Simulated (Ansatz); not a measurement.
# H₄OSSn···H₂O: what the fields show

Input

```
crystal:
  periodic: [false, false, false]
  atoms:
    - { symbol: Sn, position_ang: [-0.159075, 0.532612, -0.121376] }
    - { symbol: O, position_ang: [0.597849, -0.60316, 2.722813] }
    - { symbol: H, position_ang: [-0.225426, -0.730114, 3.208815] }
    - { symbol: H, position_ang: [1.183363, -0.46789, -0.391265] }
    - { symbol: O, position_ang: [-0.51739, 1.216122, -1.955489] }
    - { symbol: H, position_ang: [-1.256984, 1.83854, -1.983323] }
    - { symbol: H, position_ang: [-1.613223, -0.108478, 0.506886] }
    - { symbol: S, position_ang: [0.379898, 2.436538, 1.309493] }
    - { symbol: H, position_ang: [1.62888, 2.553704, 0.79953] }
    - { symbol: H, position_ang: [0.766707, 0.361926, 2.822716] }
basis:
  gaussian: { orbitals: def2-SVP }
hamiltonian:
  xc: pbe0
  dispersion: d4
relax:
  f_tol: 0.03
  max_steps: 50
output:
  orbitals: {}
```

Launched as:

```sh
ansatz run input.yaml --threads 2 --pin off --max-ram 3072MiB --backend cpu --events-out ev --progress --plain --runs-dir out
```

The fields are those of the run's last geometry, not of the input's.

Core potentials replace the inner electrons of Sn.

Level of theory: RKS PBE0-D4/def2-SVP (Ansatz 0.2.0).

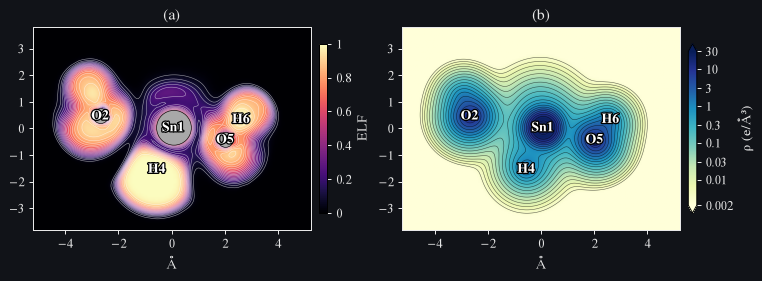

Figure 1. (a) ELF; (b) electron density on the plane of atoms H4, Sn1 and O5. Grey discs cover the atomic cores in the ELF map.

**What does the map show?**

The section cuts through Sn, O and H sites. Sn1···O2 (2.79 Å): the density falls to about 0.14 e/Å³ on the way; the ELF dips to about 0.10 between them. Sn–O (2.00 Å): ρ is about 0.71 e/Å³ halfway; the ELF peaks at about 0.85 in the valence shell of O, 0.6 Å from its nucleus, and drops to about 0.15 between the two atoms. O–H (0.96 Å): ρ at the midpoint is about 3.6 e/Å³; the ELF climbs to about 1 towards the hydrogen, as it does in any bond to H (a covalent bond by its length). Sn–H (1.70 Å): the density is about 1.2 e/Å³ at the midpoint; the ELF climbs to about 1 towards the hydrogen. The ELF also peaks beside O5 and O2, away from the bonds: lone-pair regions.

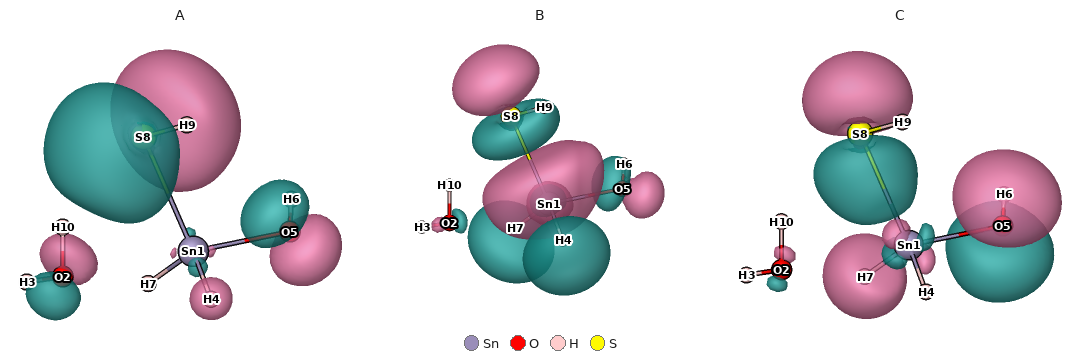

Figure 2. Three frontier orbitals at ±0.08 Å⁻³ᐟ² (teal and pink are the two phases), in no order.

**Which picture is the HOMO−1, the HOMO and the LUMO?**

C is the HOMO−1 (−7.82 eV). Its weight (Hirshfeld) is mainly on O5 (about 60 %), S8 (about 20 %) and Sn1 (about 10 %). A is the HOMO (−7.36 eV). Its weight (Hirshfeld) is mainly on S8 (about 75 %) and O5 (about 10 %); largely a lone pair of S8. B is the LUMO (−0.26 eV). Its weight (Hirshfeld) is mainly on Sn1 (about 40 %), S8 (about 25 %), H4 (about 10 %), H7 (about 10 %) and O5 (about 10 %).

**What is the HOMO–LUMO gap?**

7.10 eV between the orbital energies.

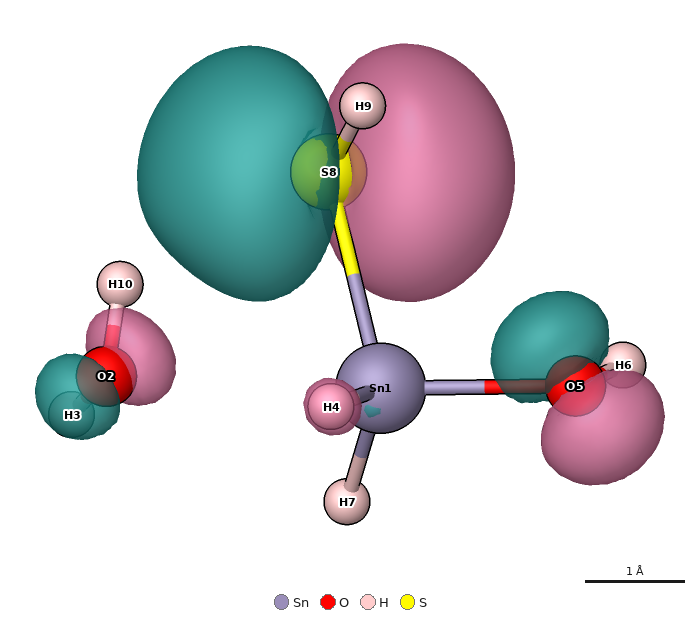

Figure 3. The HOMO at ±0.1 Å⁻³ᐟ² (teal and pink are the two phases), seen across its widest extent.

**What is the character of this orbital?**

It lies mainly on S8 (about 75 %) and O5 (about 10 %); largely a lone pair of S8. Its energy is −7.36 eV.
